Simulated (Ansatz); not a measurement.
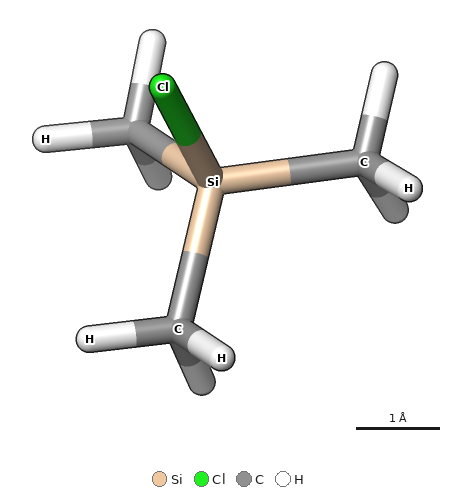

Figure 1. The input geometry (stick view, seen at a tilt). Bond lengths as drawn: Cl–Si 2.11 Å, C–H 1.09 to 1.10 Å and C–Si 1.87 Å.

Molecular dynamics, with input and output: C₃H₉ClSi

- system: C₃H₉ClSi
- method: RKS PBE0/STO-3G (Ansatz 0.2.0)

One setting was made poor on purpose. It belongs to a series of runs on one base structure; here: an input spoilt on purpose.

**Input**
```yaml
crystal:
  periodic: [false, false, false]
  atoms:
    - { symbol: Si, position_ang: [0.006836, -0.038631, -0.061307] }
    - { symbol: Cl, position_ang: [0.039669, -0.242566, 2.038556] }
    - { symbol: C, position_ang: [1.779848, 0.046724, -0.637469] }
    - { symbol: H, position_ang: [2.3296, -0.857674, -0.361557] }
    - { symbol: H, position_ang: [1.821087, 0.148192, -1.726838] }
    - { symbol: H, position_ang: [2.298012, 0.904153, -0.198602] }
    - { symbol: C, position_ang: [-0.918173, 1.534578, -0.451362] }
    - { symbol: H, position_ang: [-1.944857, 1.49366, -0.076317] }
    - { symbol: H, position_ang: [-0.428669, 2.403452, -0.002109] }
    - { symbol: H, position_ang: [-0.959814, 1.692366, -1.534056] }
    - { symbol: C, position_ang: [-0.867124, -1.537083, -0.749441] }
    - { symbol: H, position_ang: [-1.888871, -1.610631, -0.364985] }
    - { symbol: H, position_ang: [-0.920168, -1.477884, -1.841822] }
    - { symbol: H, position_ang: [-0.339577, -2.458754, -0.486091] }
basis:
  gaussian: { orbitals: STO-3G }
hamiltonian:
  xc: pbe0
md:
  timestep: -0.5
  n_steps: 25
  ensemble: nvt_langevin
  temperature: 2000.0
  initial_velocities: maxwell_boltzmann
  seed: 119967
  friction: 0.005
```

Hardware: 1 thread of Arm Neoverse V1, 24 GiB of memory available, shared host.

Launch command:
```bash
ansatz run input.yaml --threads 1 --pin off --max-ram 2048MiB --backend cpu --events-out ev --progress --plain --runs-dir out
```

**Output**
```
Error: invalid value for `md.timestep`: must be finite and > 0; got -0.5 fs
```

**Outcome**

| quantity | value |
| --- | --- |
| outcome | refused by the program |

The program refused the input: “invalid value for `md.timestep`: must be finite and > 0; got -0.5 fs” A deliberately poor setting: bad input.
